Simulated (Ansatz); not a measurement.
**SiH₃+ (triplet): one geometry, many settings at scale of all distances = 1.000**

Aim: run SiH₃+ (triplet) at one geometry under a spread of methods and options, and see what each costs and gives.

The runs use Ansatz 0.2.0, Gaussian basis; the settings change from run to run.

13 further runs of the same task are left out: 10 that didn't finish, 3 set aside as unsound or not needed.

### 1 What is computed

The geometry derives from a PBE0/def2-TZVP stationary point (not a proven minimum). All distances are scaled together.

4 atoms, charge 1, spin multiplicity 3.

Atoms are counted from 1 here; the program's logs count them from 0.

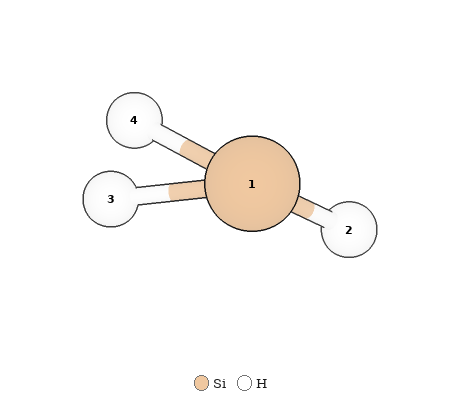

The structure; silicon light orange, hydrogen white; atoms are numbered from 1 in the order of the file.

### 2 CISDT/def2-SVP

The input, in.yaml:

```yaml
crystal:
  periodic: [false, false, false]
  atoms:
    - {symbol: Si, position_ang: [0.000000, 0.067650, -0.078712]}
    - {symbol: H, position_ang: [0.000000, -1.225497, -0.823444]}
    - {symbol: H, position_ang: [0.439321, -0.329762, 1.508342]}
    - {symbol: H, position_ang: [-0.439321, -0.329762, 1.508342]}
basis:
  gaussian: {orbitals: def2-SVP}
total_charge: 1
magnetization: {spin_polarized: false, initial_magnetization: 2}
correlation: {active_space: {ras: {orbitals: [2, 2, 24], electrons: 6, max_holes: 3, max_particles: 3}, fixed_orbitals: true}}
output: {forces: true}
```

Run with:

```bash
$ ansatz run in.yaml --threads 1 --pin off --events-out ev --progress --plain --max-ram 2393MiB
```

The program printed:

```text
Functional definition: HF
  name "HF"
  cite "Fock, Z. Phys. 61, 126 (1930) doi:10.1007/BF01340294"
  parent pbe
  exchange = exact_x
  correlation = 0
325 factors; integrals over basis functions are off by at most 9.5e-4 eV
mean field evaluation 1: about -7894.6392 eV, gradient 8.3e0 eV
mean field evaluation 2: about -7894.6393 eV, gradient 8.3e0 eV
mean field evaluation 4: about -7895.3792 eV, gradient 7.0e-1 eV
mean field evaluation 8: about -7895.3897 eV, gradient 1.3e-3 eV
mean field -7895.38965982 eV, -290.1502183109 hartree, gradient 7.9e-7 eV, S^2 2.000000; 0 other end points of the search recorded, 0 dependent functions left out
reference -7895.38965982 eV, -290.1502183109 hartree; 9, 7 occupied and 24, 26 virtual orbitals, 325 factors
state -7898.16002154 eV, -290.2520272264 hartree
the calculation of the forces begins
Total energy: -7898.16002154 eV, -290.2520272264 hartree
Atom 0 at     0.000000     0.067650    -0.078712 Å, force    -0.000000    -0.004927    -0.275861 eV/Å
Atom 1 at     0.000000    -1.225497    -0.823444 Å, force     0.000000     0.063756     0.034846 eV/Å
Atom 2 at     0.439321    -0.329762     1.508342 Å, force    -0.248688    -0.029414     0.120508 eV/Å
Atom 3 at    -0.439321    -0.329762     1.508342 Å, force     0.248688    -0.029414     0.120508 eV/Å
Dipole moment:     0.000000    -0.053399     0.272194 e Å
```

Wall time 3.2 s (1 thread of Arm Neoverse N1, shared host).

From the report: 168,876 determinants.

### 3 CCSD(T) on ROHF/def2-mTZVP

in.yaml: that of step 2 with these lines changed.

```diff
@@ -8,6 +8,5 @@
 basis:
-  gaussian: {orbitals: def2-SVP}
+  gaussian: {orbitals: def2-mTZVP}
 total_charge: 1
 magnetization: {spin_polarized: false, initial_magnetization: 2}
-correlation: {active_space: {ras: {orbitals: [2, 2, 24], electrons: 6, max_holes: 3, max_particles: 3}, fixed_orbitals: true}}
-output: {forces: true}
+correlation: {method: ccsd_t, electrons: all}
```

Same command.

The program printed (excerpt; [...] marks lines left out):

```text
Functional definition: HF
  name "HF"
  cite "Fock, Z. Phys. 61, 126 (1930) doi:10.1007/BF01340294"
  parent pbe
[...]
292 factors; integrals over basis functions are off by at most 9.8e-4 eV
[...]
mean field -7897.64555058 eV, -290.2331207674 hartree, gradient 2.7e-6 eV, S^2 2.000000; 0 other end points of the search recorded, 0 dependent functions left out
reference -7897.64555058 eV, -290.2331207674 hartree; 9, 7 occupied and 22, 24 virtual orbitals, 292 factors
second order -2.53474780 eV of doubles, -0.02655713 eV of singles
cycle   1  -2.94038387 eV  change   -3.8e-1 eV  update   5.3e-2
[...]
cycle   9  -3.15010905 eV  change    1.3e-5 eV  update   1.6e-5
perturbative correction -0.06280180 eV, -0.0023079235 hartree
Total energy: -7900.85846143 eV, -290.3511930634 hartree
```

It took 1.2 s on 1 thread of Arm Neoverse N1, shared host.

From the report: correlation -3.2129 eV; T1 0.014; largest double amplitude 0.05.

### 4 CASCI(4,8)/cc-pVDZ

in.yaml: that of step 3 with these lines changed.

```diff
@@ -8,5 +8,6 @@
 basis:
-  gaussian: {orbitals: def2-mTZVP}
+  gaussian: {orbitals: cc-pVDZ}
 total_charge: 1
 magnetization: {spin_polarized: false, initial_magnetization: 2}
-correlation: {method: ccsd_t, electrons: all}
+correlation: {active_space: {window: {electrons: 4, orbitals: 8}, fixed_orbitals: true}}
+output: {forces: true}
```

The command is unchanged.

The program printed (excerpt; [...] marks lines left out):

```text
Functional definition: HF
  name "HF"
  cite "Fock, Z. Phys. 61, 126 (1930) doi:10.1007/BF01340294"
  parent pbe
[...]
315 factors; integrals over basis functions are off by at most 1.2e-3 eV
[...]
mean field -7897.94521134 eV, -290.2441330971 hartree, gradient 1.8e-6 eV, S^2 2.000000; 0 other end points of the search recorded, 0 dependent functions left out
reference -7897.94521134 eV, -290.2441330971 hartree; 9, 7 occupied and 24, 26 virtual orbitals, 315 factors
state -7898.27959575 eV, -290.2564214977 hartree
[...]
Total energy: -7898.27959575 eV, -290.2564214977 hartree
Atom 0 at     0.000000     0.067650    -0.078712 Å, force     0.000000     0.072527    -0.361434 eV/Å
Atom 1 at     0.000000    -1.225497    -0.823444 Å, force     0.000000    -0.017680    -0.077880 eV/Å
Atom 2 at     0.439321    -0.329762     1.508342 Å, force    -0.718961    -0.027424     0.219657 eV/Å
Atom 3 at    -0.439321    -0.329762     1.508342 Å, force     0.718961    -0.027424     0.219657 eV/Å
Dipole moment:     0.000000    -0.030896     0.263082 e Å
```

Run time: 0.39 s. Hardware: 1 thread of Arm Neoverse N1, shared host.

From the report: 384 determinants; active occupations 1.98, 1.00, 1.00, 0.01, 0.01, 0.01, 0.00, 0.00.

### 5 CASCI(6,7)/6-31G

in.yaml: that of step 4 with these lines changed.

```diff
@@ -8,6 +8,5 @@
 basis:
-  gaussian: {orbitals: cc-pVDZ}
+  gaussian: {orbitals: 6-31G}
 total_charge: 1
 magnetization: {spin_polarized: false, initial_magnetization: 2}
-correlation: {active_space: {window: {electrons: 4, orbitals: 8}, fixed_orbitals: true}}
-output: {forces: true}
+correlation: {active_space: {window: {electrons: 6, orbitals: 7}, fixed_orbitals: true, states: [{multiplicity: 3, weights: [0.5, 1, 0.5]}]}}
```

The command is unchanged.

The program printed:

```text
Functional definition: HF
  name "HF"
  cite "Fock, Z. Phys. 61, 126 (1930) doi:10.1007/BF01340294"
  parent pbe
  exchange = exact_x
  correlation = 0
406 factors; integrals over basis functions are off by at most 3.2e-8 eV
mean field evaluation 1: about -7895.6816 eV, gradient 7.3e0 eV
mean field evaluation 2: about -7895.6858 eV, gradient 7.3e0 eV
mean field evaluation 4: about -7896.2854 eV, gradient 5.4e-1 eV
mean field evaluation 8: about -7896.2922 eV, gradient 3.0e-4 eV
mean field -7896.29217136 eV, -290.1833849984 hartree, gradient 1.7e-6 eV, S^2 2.000000; 0 other end points of the search recorded, 0 dependent functions left out
reference -7896.29217136 eV, -290.1833849984 hartree; 9, 7 occupied and 10, 12 virtual orbitals, 406 factors
state -7896.88605223 eV, -290.2052097180 hartree
state -7892.30777854 eV, -290.0369612629 hartree
state -7890.30050776 eV, -289.9631954225 hartree
Total energy: -7892.95052927 eV, -290.0605819166 hartree
```

Wall time 0.27 s (1 thread of Arm Neoverse N1, shared host).

From the report: 600 determinants; active occupations (of the averaged states) 1.98, 1.82, 1.07, 0.58, 0.50, 0.03, 0.03.

### 6 CCSDT(Q)/B on UHF/cc-pVDZ

The input, in.yaml:

```yaml
crystal:
  periodic: [false, false, false]
  atoms:
    - {symbol: Si, position_ang: [0.000000, 0.067650, -0.078712]}
    - {symbol: H, position_ang: [0.000000, -1.225497, -0.823444]}
    - {symbol: H, position_ang: [0.439321, -0.329762, 1.508342]}
    - {symbol: H, position_ang: [-0.439321, -0.329762, 1.508342]}
basis:
  gaussian: {orbitals: cc-pVDZ, point_charges: [{charge: -0.50, position_ang: [3.560, 0.353, 0.629]}]}
total_charge: 1
magnetization: {spin_polarized: true, initial_magnetization: 2}
correlation: {method: ccsdt_q_b, electrons: outside_noble_gas, diis_vectors: 4}
output: {forces: true}
```

The command is unchanged.

The program printed (excerpt; [...] marks lines left out):

```text
Functional definition: HF
  name "HF"
  cite "Fock, Z. Phys. 61, 126 (1930) doi:10.1007/BF01340294"
  parent pbe
[...]
621 factors; integrals over basis functions are off by at most 1.6e-7 eV
[...]
mean field -7899.92545459 eV, -290.3169056943 hartree, gradient 3.5e-6 eV, S^2 2.005299; 0 other end points of the search recorded, 0 dependent functions left out
5 core orbitals not correlated: weight in the atoms' cores, before any rotation towards them, 1.000 or more for the frozen orbitals, at most 0.000 for the correlated occupied ones
reference -7899.92545459 eV, -290.3169056943 hartree; 4, 2 occupied and 24, 26 virtual orbitals, 621 factors
second order -2.07046662 eV of doubles, -0.00000000 eV of singles
cycle   1  -2.51743391 eV  change   -4.5e-1 eV  update   5.6e-2
[...]
cycle  15  -2.78753757 eV  change    1.7e-8 eV  update   3.2e-7
perturbative correction -0.00108090 eV, -0.0000397225 hartree
[...]
Total energy: -7902.71407306 eV, -290.4193855331 hartree
Atom 0 at     0.000000     0.067650    -0.078712 Å, force     0.348102     0.159076    -0.238525 eV/Å
Atom 1 at     0.000000    -1.225497    -0.823444 Å, force    -0.011242    -0.043940    -0.022118 eV/Å
Atom 2 at     0.439321    -0.329762     1.508342 Å, force     0.016747     0.002363     0.171902 eV/Å
Atom 3 at    -0.439321    -0.329762     1.508342 Å, force     0.150312    -0.055412     0.118662 eV/Å
Dipole moment:     0.097850    -0.033082     0.276166 e Å
```

Run time: 27 s. Hardware: 1 thread of Arm Neoverse N1, shared host; peak memory 0.31 GiB.

From the report: ⟨S²⟩ of the determinant 2.005 (pure triplet: 2.00); correlation -2.7886 eV; T1 0.018; largest double amplitude 0.05.

### 7 CCSDT(Q)/B/cc-pVDZ

The input, in.yaml:

```yaml
crystal:
  periodic: [false, false, false]
  atoms:
    - {symbol: Si, position_ang: [0.000000, 0.067650, -0.078712]}
    - {symbol: H, position_ang: [0.000000, -1.225497, -0.823444]}
    - {symbol: H, position_ang: [0.439321, -0.329762, 1.508342]}
    - {symbol: H, position_ang: [-0.439321, -0.329762, 1.508342]}
basis:
  gaussian: {orbitals: cc-pVDZ}
total_charge: 1
magnetization: {spin_polarized: false, initial_magnetization: 2}
hamiltonian: {xc: {name: PBE}}
correlation: {method: ccsdt_q_b, electrons: valence}
scf: {lower_state_search: full}
output: {forces: true}
```

Launched as before.

The program printed (excerpt; [...] marks lines left out):

```text
Functional definition: PBE
  name "PBE"
  cite "Perdew, Burke & Ernzerhof, Phys. Rev. Lett. 77, 3865 (1996) doi:10.1103/PhysRevLett.77.3865"
  parent pbe
[...]
621 factors; integrals over basis functions are off by at most 1.6e-7 eV
[...]
mean field -7909.35025500 eV, -290.6632607213 hartree, gradient 1.8e-6 eV, S^2 2.000000; 4 other end points of the search recorded, 0 dependent functions left out
5 core orbitals not correlated: weight in the atoms' cores, before any rotation towards them, 1.000 or more for the frozen orbitals, at most 0.000 for the correlated occupied ones
reference -7897.63569137 eV, -290.2327584482 hartree; 4, 2 occupied and 24, 26 virtual orbitals, 621 factors
second order -2.24412343 eV of doubles, -0.18158328 eV of singles
cycle   1  -2.85173927 eV  change   -4.3e-1 eV  update   5.1e-2
[...]
cycle  14  -3.08162030 eV  change    3.8e-7 eV  update   1.7e-7
perturbative correction -0.00134403 eV, -0.0000493921 hartree
[...]
Total energy: -7900.71865570 eV, -290.3460552976 hartree
Atom 0 at     0.000000     0.067650    -0.078712 Å, force    -0.000000     0.191155    -0.354650 eV/Å
Atom 1 at     0.000000    -1.225497    -0.823444 Å, force     0.000000    -0.089819    -0.052480 eV/Å
Atom 2 at     0.439321    -0.329762     1.508342 Å, force    -0.141255    -0.050668     0.203565 eV/Å
Atom 3 at    -0.439321    -0.329762     1.508342 Å, force     0.141255    -0.050668     0.203565 eV/Å
Dipole moment:     0.000000    -0.052153     0.259834 e Å
```

It took 29 s on 1 thread of Arm Neoverse N1, shared host; peak memory 0.32 GiB.

From the report: correlation -3.0830 eV; T1 0.024; largest double amplitude 0.05. The orbitals are Kohn-Sham ones, so correlation energy and T1 don't compare with those on Hartree-Fock orbitals.

### 8 The runs in one table

Where basis and cores are those of an earlier FCI/cc-pVDZ run (-7900.7863 eV), and the state is the same kind, the miss against it is given.

```csv
level,correlated,functions,energy (eV),from FCI (meV),time
CISDT/def2-SVP,outside noble gas,33,-7898.1600,,3.2 s
CCSD(T) on ROHF/def2-mTZVP,all,31,-7900.8585,,1.2 s
"CASCI(4,8)/cc-pVDZ",,33,-7898.2796,2506.7,0.39 s
"CASCI(6,7)/6-31G (mean of several states)",,19,-7892.9505,,0.27 s
CCSDT(Q)/B on UHF/cc-pVDZ (beside a point charge),outside noble gas,33,-7902.7141,,27 s
CCSDT(Q)/B/cc-pVDZ (on PBE orbitals),valence,33,-7900.7187,67.7,29 s
```

### 9 What came out

| quantity | value |
| --- | --- |
| runs | 6 |
| quickest | CASCI(6,7)/6-31G (mean of several states), 0.27 s |
| slowest | CCSDT(Q)/B/cc-pVDZ (on PBE orbitals), 29 s |

In words: Total energies in different bases, with other cores or another treatment of relativity can't be set against each other. CCSDT(Q)/B/cc-pVDZ (on PBE orbitals) took 108 times as long as CASCI(6,7)/6-31G (mean of several states); the jobs differ in more than the method. Hartree-Fock, CASSCF and CASCI lack dynamic correlation by design. Cores frozen from Kohn-Sham orbitals shift the total energy.
